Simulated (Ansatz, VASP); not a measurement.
# CaO: VASP beside Ansatz

One calculation is typed for both programs; each brings its own data sets. How far apart do they land? The cell is taken from a series of VASP runs on this material, whose earlier steps may have relaxed, scaled or displaced it; both programs get it as it stands. Other levels of theory on this material are compared in a session of their own. Valence electrons are named where the data sets of a main pair hold unlike numbers.

Program: Ansatz 0.2.0. Level of theory: plane waves, with VASP 6.6.1 beside it; band structure at PBE and band structure at r2SCAN. Results are calculated unless marked as measured.

### Step 1. The structure

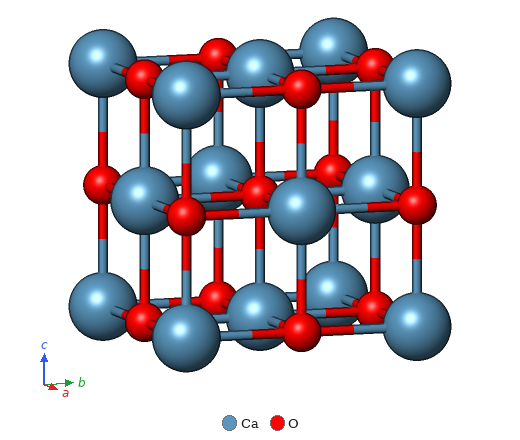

The cell as given, slightly off an axis (calcium blue, oxygen red). This picture shows the conventional cell, with its axes. Some periodic images of atoms are drawn too.

### Step 2. Ansatz: band structure, PBE

Ansatz runs on its default PAW (the set named soft_2) files.

The same path points are solved in both programs, so levels can be compared one by one.

The input, input.yaml:

```yaml
crystal:
  lattice:
    - [0.0, 2.4087, 2.4087]
    - [2.4087, 0.0, 2.4087]
    - [2.4087, 2.4087, 0.0]
  atoms:
    - { symbol: Ca, position: [0.0, 0.0, 0.0] }
    - { symbol: O, position: [0.5, 0.5, 0.5] }
hamiltonian:
  xc: pbe
  pseudopotentials: { kind: paw }
kpoints:
  mp_grid: { grid: [8, 8, 8] }
  band_path:
    path:
      - [0.0, 0.0, 0.0]
      - [0.16667, 0.0, 0.16667]
      - [0.33333, 0.0, 0.33333]
      - [0.5, 0.0, 0.5]
      - [0.5, 0.08333, 0.58333]
      - [0.5, 0.19444, 0.69444]
      - [0.5, 0.25, 0.75]
      - [0.45833, 0.29167, 0.75]
      - [0.40278, 0.34722, 0.75]
      - [0.375, 0.375, 0.75]
      - [0.20833, 0.20833, 0.41667]
      - [0.08333, 0.08333, 0.16667]
      - [0.0, 0.0, 0.0]
      - [0.22222, 0.22222, 0.22222]
      - [0.38889, 0.38889, 0.38889]
      - [0.51389, 0.47222, 0.51389]
      - [0.55556, 0.38889, 0.55556]
      - [0.61111, 0.27778, 0.61111]
      - [0.61111, 0.25, 0.63889]
      - [0.56944, 0.25, 0.68056]
      - [0.51389, 0.25, 0.73611]
      - [0.5, 0.27778, 0.72222]
      - [0.5, 0.38889, 0.61111]
      - [0.5, 0.47222, 0.52778]
      - [0.48611, 0.48611, 0.52778]
      - [0.43056, 0.43056, 0.63889]
      - [0.38889, 0.38889, 0.72222]
      - [0.59722, 0.19444, 0.59722]
      - [0.55556, 0.11111, 0.55556]
      - [0.5, 0.0, 0.5]
    npoints: 1
scf:
  occupations: { method: gaussian, width: 0.03 }
  n_extra_bands: 7
output:
  forces: true
  stress: true
  eigenvalues: true
  write_density: true
  write_potential: true
  elf: true
  volumetric_format: npy
```

Command:

```
> ansatz run input.yaml --threads 2 --pin off --max-ram 4608MiB --backend cpu --events-out ev --progress --plain --runs-dir out
```

Numbers of over 12 decimals in the logs are rounded to 6 here.

What it wrote:

```text
scf.n_extra_bands = 7 over 8 filled bands (N_el = 16.0): the run solves 15 bands
Engine: ansatz 0.2.0, aarch64-unknown-linux-gnu
Pseudopotentials: kind: paw
Pseudopotential: Ca, paw, valence charge 10, recommended cutoff 420 eV (normal), Ca.paw.azcp
Pseudopotential: O, paw, valence charge 6, recommended cutoff 420 eV (normal), O.paw.azcp
Functional definition: PBE
  parameter kappa = 0.804
  parameter beta = 0.066725
  exchange = pbe_x(kappa = kappa, mu = beta*pi^2/3)
  correlation = pbe_c(beta = beta)
Crystal: 2 atoms, lattice volume = 27.950 Å³
Basis set: ecut = 420 eV, 537 PW (Γ), exchange–correlation on 48×48×48 points (8 copies of the dense FFT grid, shifted against one another)
Bands: 15, of which v1, the nominal top of the filled ones, is band 8 counted from 1 (7 counted from 0)
Symmetry: 48 space group operations
Space group: Fm-3m (ITA 225), of the structure as read, at distance tolerance 3.0e-5 Å
k-points: 29 of 512
Non-local potential: Ca, projectors of the file, l = 0: 3, l = 1: 2, l = 2: 2
Non-local potential: O, projectors of the file, l = 0: 2, l = 1: 2, l = 2: 1
PAW form: soft (Blöchl's): semilocal exchange-correlation on the pseudo side does not see the compensation charge
PAW one-centre angular grid: Ca, 110 points (default); XC on 64 Gauss nodes
PAW one-centre angular grid: O, 110 points (default); XC on 64 Gauss nodes
Initial density: superposition of atomic densities (neutral atoms: chi_scale 0, normalization atom), corrected by the library's trained network
Initial wavefunctions: pseudopotential atomic-orbital guess
Functional: x = pbe(κ = 0.804, μ = 0.219515), c = pbe(β = 0.066725)
SCF iter   1: F=—  HF=-2387.722086 eV  |F-HF|=—  |Δ(HF+E_count)|=         —  Δρ=8.61e-4  dr2=1.53e-4  ethr=1.77e-3  ⟨swp⟩=7.6  Hψ=2917  notcnv=0  defer=4
preconditioner: auto → none  [insulator: Δε(μ)=3.655 eV  Ē_g=19.944 eV  σ=0.030 eV  W_gap=1.00  n_scr=8 (ndim 8)  ℏωp=26.3 eV  f_vac=0.000  D(μ)=0.00/eV (n_scr^D=0)  ε∞_Penn≈2.7]
SCF iter   2: F=—  HF=-2387.722175 eV  |F-HF|=—  |Δ(HF+E_count)|=   8.92e-5  Δρ=6.92e-4  dr2=1.34e-4  ethr=9.59e-7  ⟨swp⟩=2.1  Hψ=896  notcnv=0  defer=25
SCF iter   3: F=—  HF=-2387.722167 eV  |F-HF|=—  |Δ(HF+E_count)|=   7.43e-6  Δρ=4.19e-4  dr2=4.87e-5  ethr=8.38e-7  ⟨swp⟩=1.0  Hψ=400  notcnv=0  defer=25
SCF iter   4: F=—  HF=-2387.722178 eV  |F-HF|=—  |Δ(HF+E_count)|=   1.07e-5  Δρ=2.46e-4  dr2=1.07e-5  ethr=3.05e-7  ⟨swp⟩=1.0  Hψ=400  notcnv=0  defer=25
SCF iter   5: F=—  HF=-2387.722198 eV  |F-HF|=—  |Δ(HF+E_count)|=   2.00e-5  Δρ=2.16e-4  dr2=6.18e-6  ethr=6.68e-8  ⟨swp⟩=2.0  Hψ=512  notcnv=0  defer=25
SCF iter   6: F=—  HF=-2387.722230 eV  |F-HF|=—  |Δ(HF+E_count)|=   3.18e-5  Δρ=3.50e-4  dr2=3.40e-5  ethr=3.86e-8  ⟨swp⟩=2.0  Hψ=512  notcnv=0  defer=25  recentre
SCF iter   7: F=—  HF=-2387.722227 eV  |F-HF|=—  |Δ(HF+E_count)|=   2.54e-6  Δρ=2.25e-4  dr2=1.45e-5  ethr=3.86e-8  ⟨swp⟩=1.9  Hψ=473  notcnv=0  defer=25
SCF iter   8: F=—  HF=-2387.722226 eV  |F-HF|=—  |Δ(HF+E_count)|=   1.32e-6  Δρ=1.41e-4  dr2=5.94e-6  ethr=3.86e-8  ⟨swp⟩=1.0  Hψ=400  notcnv=0  defer=25
SCF iter   9: F=—  HF=-2387.722225 eV  |F-HF|=—  |Δ(HF+E_count)|=   9.16e-7  Δρ=8.16e-5  dr2=2.01e-6  ethr=3.71e-8  ⟨swp⟩=1.0  Hψ=400  notcnv=0  defer=25
SCF iter  10: F=-2387.722225 eV  HF=-2387.722225 eV  |F-HF|=1.91e-10  |Δ(HF+E_count)|=   4.63e-7  Δρ=8.43e-7  dr2=2.85e-10  ethr=6.25e-10  ⟨swp⟩=9.3  Hψ=2562  notcnv=0
SCF 1 converged in 10 iterations: F = -2387.722225 eV  dr2 = 2.85e-10
  greatest PAW one-centre occupation: 0.995 electrons in one spin orbital (limit 2), on the Ca atom at site 0 (counted from 0), in its partial waves of l = 0
NSCF: frozen V_eff on 30 k-points
SCF converged after 10 iterations
Free energy (F): -2387.722225 eV
Harris-Foulkes:  -2387.722225 eV  (|F-HF|=1.91e-10)
Internal energy: -2387.722225 eV  (E = F + TS)
E sigma→0 (E₀):  -2387.722225 eV
Fermi energy:    9.447001 eV
--- Per-component energies (eV) ---
  E_band       = -102.291773
  E_kinetic    = 455.978581
  E_local      = -895.169611  (includes V_loc(G=0)·N_el)
  E_nonlocal   = 111.473909
  E_hartree    = 296.875431
  E_xc         = -213.251068
  E_vxc        = -268.295846  (∫ρ·V_xc dr)
  E_paw        = -1016.282583  (= ΣΔE_a)
  E_vpaw       = -100.031905  (= ΣTr[D̂ρ^β])
  E_aug_tail   = 0.002402  (compensation charges beyond the density's cutoff)
  E_ewald      = -1127.349285
  E_smearing   = -0.000000  (= −TS)
  E_closure    = 0.000000  (closes the sum)
  Σ components = -2387.722225   (vs F -2387.722225, Δ=0.00e0)
--- Forces (eV/Å), atoms counted from 1 ---
  atom   1  Ca    -0.00000000     0.00000000    -0.00000000
  atom   2  O      0.00000000    -0.00000000     0.00000000
  max |Σ_I F_I| component: 1.58e-29 eV/Å
--- Stress (GPa, compression-positive) ---
        0.897771      -0.000000       0.000000
       -0.000000       0.897771       0.000000
       -0.000000      -0.000000       0.897771
  P = ⅓ Tr σ = 0.8978 GPa (8.978 kbar)
--- Band table (eV; the first three rows and the last of 29) ---
  k-point 0: bands = [... 4 lower, -7.8844, 7.6188, 7.6188, 7.6188, 12.2938, 13.8394, 13.8394, 13.8394, ... 3 higher]
  k-point 1: bands = [... 4 lower, -7.6722, 7.0896, 7.4132, 7.4132, 12.9749, 13.7978, 14.0997, 14.0997, ... 3 higher]
  k-point 2: bands = [... 4 lower, -7.2380, 6.1007, 6.9715, 6.9715, 13.8600, 14.4299, 14.7830, 14.7830, ... 3 higher]
  k-point 28: bands = [... 4 lower, -7.2771, 6.3524, 6.5645, 6.5645, 13.9195, 13.9195, 15.9618, 17.1138, ... 3 higher]
```

It took 1.6 s on 2 threads of Arm Neoverse N1, shared host; peak memory 0.25 GiB.

The column dr2 measures how far the density is from self-consistency, as an energy; F and HF (Harris–Foulkes) agree once it is small.

### Step 3. VASP: band structure, PBE

The same cell, functional, mesh and smearing now go to VASP, with its own data sets.

Lines of VASP's logs that name or quote its potential files are left out, and so is its time.

The input, INCAR:

```
SYSTEM = CaO
PREC = Accurate
ENCUT = 460
EDIFF = 1E-06
NELM = 100
ISMEAR = 0
SIGMA = 0.03
LREAL = .FALSE.
ALGO = Normal
GGA = PE
NBANDS = 20
LORBIT = 11
LWAVE = .FALSE.
LCHARG = .FALSE.
KPAR = 4
LASPH = .TRUE.
```

The input, POSCAR:

```
CaO
1.0
    0.0000000000      2.4087000000      2.4087000000
    2.4087000000      0.0000000000      2.4087000000
    2.4087000000      2.4087000000      0.0000000000
Ca O
1 1
Direct
    0.0000000000      0.0000000000      0.0000000000
    0.5000000000      0.5000000000      0.5000000000
```

The input, KPOINTS:

```
Automatic mesh
0
Gamma
8 8 8
0 0 0
```

The input, KPOINTS_OPT:

```
Line mode
10
Line-mode
Reciprocal
  0.00000000   0.00000000   0.00000000 GAMMA
  0.50000000   0.00000000   0.50000000 X

  0.50000000   0.00000000   0.50000000 X
  0.50000000   0.25000000   0.75000000 W

  0.50000000   0.25000000   0.75000000 W
  0.37500000   0.37500000   0.75000000 K

  0.37500000   0.37500000   0.75000000 K
  0.00000000   0.00000000   0.00000000 GAMMA

  0.00000000   0.00000000   0.00000000 GAMMA
  0.50000000   0.50000000   0.50000000 L

  0.50000000   0.50000000   0.50000000 L
  0.62500000   0.25000000   0.62500000 U

  0.62500000   0.25000000   0.62500000 U
  0.50000000   0.25000000   0.75000000 W

  0.50000000   0.25000000   0.75000000 W
  0.50000000   0.50000000   0.50000000 L

  0.50000000   0.50000000   0.50000000 L
  0.37500000   0.37500000   0.75000000 K

  0.62500000   0.25000000   0.62500000 U
  0.50000000   0.00000000   0.50000000 X
```

Potentials, in the order of the species: Ca_sv and O (PBE family, release 64).

Command:

```
> mpirun -np 4 vasp_std
```

What it wrote:

```text
[banner, memory and clock lines left out]
running    4 mpi-ranks, on    1 nodes
 distrk:  each k-point on    1 cores,    4 groups
 distr:  one band on    1 cores,    1 groups

 POSCAR found type information on POSCAR CaO
 POSCAR found :  2 types and       2 ions
 LDA part: xc-table for (Slater+PW92), standard interpolation
 POSCAR, INCAR and KPOINTS ok, starting setup
 FFT: planning ... GRIDC
 FFT: planning ... GRID_SOFT
 FFT: planning ... GRID
 WAVECAR not read
 entering main loop
       N       E                     dE             d eps       ncg     rms          rms(c)
DAV:   1     0.116727176205E+03    0.11673E+03   -0.72264E+03  1160   0.746E+02
DAV:   2    -0.100181182604E+02   -0.12675E+03   -0.11735E+03  1276   0.228E+02
DAV:   3    -0.144299931435E+02   -0.44119E+01   -0.43675E+01  1512   0.432E+01
DAV:   4    -0.145117665392E+02   -0.81773E-01   -0.81725E-01  1376   0.532E+00
DAV:   5    -0.145135372843E+02   -0.17707E-02   -0.17707E-02  1492   0.682E-01    0.855E+00
DAV:   6    -0.128868845829E+02    0.16267E+01   -0.29513E+00  1288   0.164E+01    0.360E+00
DAV:   7    -0.128102468838E+02    0.76638E-01   -0.29584E-01  1332   0.464E+00    0.183E+00
DAV:   8    -0.128082475664E+02    0.19993E-02   -0.90416E-02  1504   0.243E+00    0.535E-01
DAV:   9    -0.128058798736E+02    0.23677E-02   -0.45080E-03  1332   0.476E-01    0.118E-01
DAV:  10    -0.128065555537E+02   -0.67568E-03   -0.63676E-04  1304   0.187E-01    0.584E-02
DAV:  11    -0.128065242274E+02    0.31326E-04   -0.34179E-05  1552   0.664E-02    0.682E-03
DAV:  12    -0.128065249447E+02   -0.71727E-06   -0.79668E-06  1296   0.196E-02
   1 F= -.12806525E+02 E0= -.12806525E+02  d E =-.223712E-36
 Start KPOINTS_OPT (optional k-point list driver)
k-point batch [1-29\100]
       N       E                     dE             ncg
DAV:   1    -0.161024414585E+04   -0.17495E+05     1160
DAV:   2    -0.527193448140E+04   -0.36617E+04     1280
DAV:   3    -0.539017549828E+04   -0.11824E+03     1512
DAV:   4    -0.539236646007E+04   -0.21910E+01     1392
DAV:   5    -0.539240037188E+04   -0.33912E-01     1464
DAV:   6    -0.539240116880E+04   -0.79692E-03     1344
DAV:   7    -0.539240118835E+04   -0.19553E-04     1452
DAV:   8    -0.539240118880E+04   -0.45112E-06      904
[...]
k-point batch [88-100\100]
       N       E                     dE             ncg
DAV:   1     0.849220609622E+04   -0.90430E+04      528
DAV:   2     0.691940893022E+04   -0.15728E+04      576
DAV:   3     0.686430444785E+04   -0.55104E+02      700
DAV:   4     0.686345124819E+04   -0.85320E+00      604
DAV:   5     0.686343499629E+04   -0.16252E-01      676
DAV:   6     0.686343457908E+04   -0.41721E-03      604
DAV:   7     0.686343456895E+04   -0.10136E-04      648
DAV:   8     0.686343456872E+04   -0.22587E-06      424
```

OUTCAR, selected parts (step 3):

```text
ion  position               nearest neighbor table
   1  0.000  0.000  0.000-   2 2.41   2 2.41   2 2.41   2 2.41   2 2.41   2 2.41
   2  0.500  0.500  0.500-   1 2.41   1 2.41   1 2.41   1 2.41   1 2.41   1 2.41

  LATTYP: Found a face centered cubic cell.
 ALAT       =     4.8174000000

 Subroutine GETGRP returns: Found 48 space group operations
 (whereof 48 operations were pure point group operations)

The static configuration has the point symmetry O_h .

 Found     29 irreducible k-points:

   k-points           NKPTS =     29   k-points in BZ     NKDIM =     29   number of bands    NBANDS=     20

   dimension x,y,z NGX =    24 NGY =   24 NGZ =   24
   dimension x,y,z NGXF=    48 NGYF=   48 NGZF=   48

   ENCUT  =  460.0 eV  33.81 Ry    5.81 a.u.   5.96  5.96  5.96*2*pi/ulx,y,z

   NELECT =      16.0000    total number of electrons

 k-points in reciprocal lattice and weights: Automatic mesh
   0.00000000  0.00000000  0.00000000       0.002
   0.12500000  0.00000000  0.00000000       0.016
   0.25000000  0.00000000  0.00000000       0.016
   0.37500000  0.00000000  0.00000000       0.016
   0.50000000  0.00000000  0.00000000       0.008
   0.12500000  0.12500000  0.00000000       0.012
   0.25000000  0.12500000  0.00000000       0.047
   0.37500000  0.12500000  0.00000000       0.047
   0.50000000  0.12500000  0.00000000       0.047
[...]
-0.37500000  0.50000000  0.12500000       0.023
  -0.25000000  0.50000000  0.25000000       0.012

 average (electrostatic) potential at core
       1 -44.0586       2 -70.2548

 E-fermi :   2.5704

 k-point     1 :       0.0000    0.0000    0.0000
  band No.  band energies     occupation
    ...
      4     -16.1227      2.00000
      5     -13.2060      2.00000
      6       2.3103      2.00000
      7       2.3103      2.00000
      8       2.3103      2.00000
      9       6.9681      0.00000
     10       8.5199      0.00000
     11       8.5199      0.00000
     12       8.5199      0.00000
     13      10.0115      0.00000
    ...

 k-point     2 :       0.1250    0.0000    0.0000
  band No.  band energies     occupation
    ...
      4     -16.1306      2.00000
      5     -12.9916      2.00000
      6       1.7781      2.00000
      7       2.1021      2.00000
      8       2.1021      2.00000
      9       7.6504      0.00000
     10       8.4803      0.00000
     11       8.7818      0.00000
     12       8.7818      0.00000
     13      10.3748      0.00000
    ...

 k-point     3 :       0.2500    0.0000    0.0000
  band No.  band energies     occupation
    ...
      4     -16.1493      2.00000
      5     -12.5529      2.00000
      6       0.7839      2.00000
      7       1.6566      2.00000
      8       1.6566      2.00000
      9       8.5446      0.00000
     10       9.1079      0.00000
     11       9.4686      0.00000
     12       9.4686      0.00000
     13      11.2498      0.00000
    ...

  Total        0.1572272      0.1572272      0.1572272      0.0000000     -0.0000000      0.0000000
  in kB        9.0128055      9.0128055      9.0128055      0.0000000     -0.0000000      0.0000000
  external PRESSURE =       9.0128055 kB  Pullay stress =       0.0000000 kB

  energy-cutoff  :      460.00
  volume of cell :       27.95
      direct lattice vectors                 reciprocal lattice vectors
     0.000000000  2.408700000  2.408700000    -0.207580853  0.207580853  0.207580853
     2.408700000  0.000000000  2.408700000     0.207580853 -0.207580853  0.207580853
     2.408700000  2.408700000  0.000000000     0.207580853  0.207580853 -0.207580853

 POSITION                                       TOTAL-FORCE (eV/Angst)
 -----------------------------------------------------------------------------------
      0.00000      0.00000      0.00000        -0.000000     -0.000000     -0.000000
      2.40870      2.40870      2.40870         0.000000      0.000000      0.000000
 -----------------------------------------------------------------------------------
    total drift:                                0.000000     -0.000000     -0.000000

  FREE ENERGIE OF THE ION-ELECTRON SYSTEM (eV)
  ---------------------------------------------------
  free  energy   TOTEN  =       -12.8065249447 eV

  energy  without entropy=      -12.8065249447  energy(sigma->0) =      -12.80652494

 total charge
# of ion       s       p       d       tot
------------------------------------------
    1        2.040   5.880   0.298   8.218
    2        1.557   3.452   0.000   5.009
--------------------------------------------------
tot          3.598   9.332   0.298  13.227

[... 3 further parts left out ...]
```

The run ends at a pressure of 0.90 GPa.

### Step 4. Side by side

Known differences besides the potentials themselves: the cutoff is 420 eV in Ansatz and 460 eV in VASP. Total energies have different zeros and are not compared.

Both answers:

```
                                        quantity  Ansatz   VASP  difference
                                  pressure (GPa)    0.90   0.90        0.00
pressure without Ansatz's Pulay correction (GPa)    0.49   0.90       -0.41
                   gap over the path points (eV)   3.656  3.639      +0.018
```

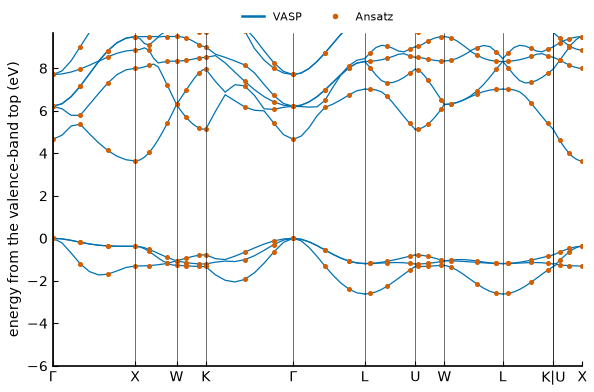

Bands from VASP (lines) and levels from Ansatz (dots). Dots without a line are higher empty bands that the VASP plot leaves out.

Levels at points of the path, from each program's valence-band top (eV; 3 filled, then empty):

```
k (reciprocal lattice)                            Ansatz                              VASP
     0.000 0.000 0.000     0.00 0.00 0.00 4.67 6.22 6.22     0.00 0.00 0.00 4.66 6.21 6.21
     0.167 0.000 0.167  -1.19 -0.18 -0.18 5.38 5.80 7.16  -1.20 -0.18 -0.18 5.37 5.79 7.16
     0.333 0.000 0.333  -1.68 -0.36 -0.36 4.15 7.32 8.54  -1.69 -0.36 -0.36 4.13 7.30 8.54
     0.500 0.000 0.500  -1.30 -0.37 -0.37 3.66 8.00 8.86  -1.30 -0.38 -0.38 3.64 7.99 8.86
     0.500 0.083 0.583  -1.28 -0.61 -0.52 4.04 8.14 8.84  -1.28 -0.62 -0.52 4.03 8.13 8.84
     0.500 0.194 0.694  -1.17 -1.17 -0.90 5.43 7.20 8.32  -1.18 -1.17 -0.90 5.42 7.20 8.32
     0.500 0.250 0.750  -1.27 -1.05 -1.05 6.30 6.30 8.34  -1.27 -1.06 -1.06 6.29 6.29 8.34
     0.458 0.292 0.750  -1.29 -1.14 -0.93 5.70 6.99 8.38  -1.30 -1.14 -0.93 5.69 6.98 8.37
     0.403 0.347 0.750  -1.32 -1.20 -0.79 5.20 7.80 8.49  -1.33 -1.20 -0.80 5.19 7.79 8.49
     0.375 0.375 0.750  -1.32 -1.21 -0.77 5.13 7.96 8.52  -1.33 -1.21 -0.78 5.12 7.96 8.51
```

Among the levels compared at these points, filled levels agree within 13 meV and empty ones within 18 meV. Ansatz's pressure holds a Pulay correction of 0.41 GPa; VASP's holds none.

[end of part 1 of 2]

[Lines on the potential files, build, host, timing and source positions are cut from VASP's logs without a mark.]

[Logs are printed without paths, hosts, clocks, repeated set-up lines and the standing remarks that a program may print on its own settings, such as how far it seeks lower states.]

[Hosts, paths, dates, database ids (printed as entryN), source tags and the programs' standing remarks are cut or masked in the printed files.]
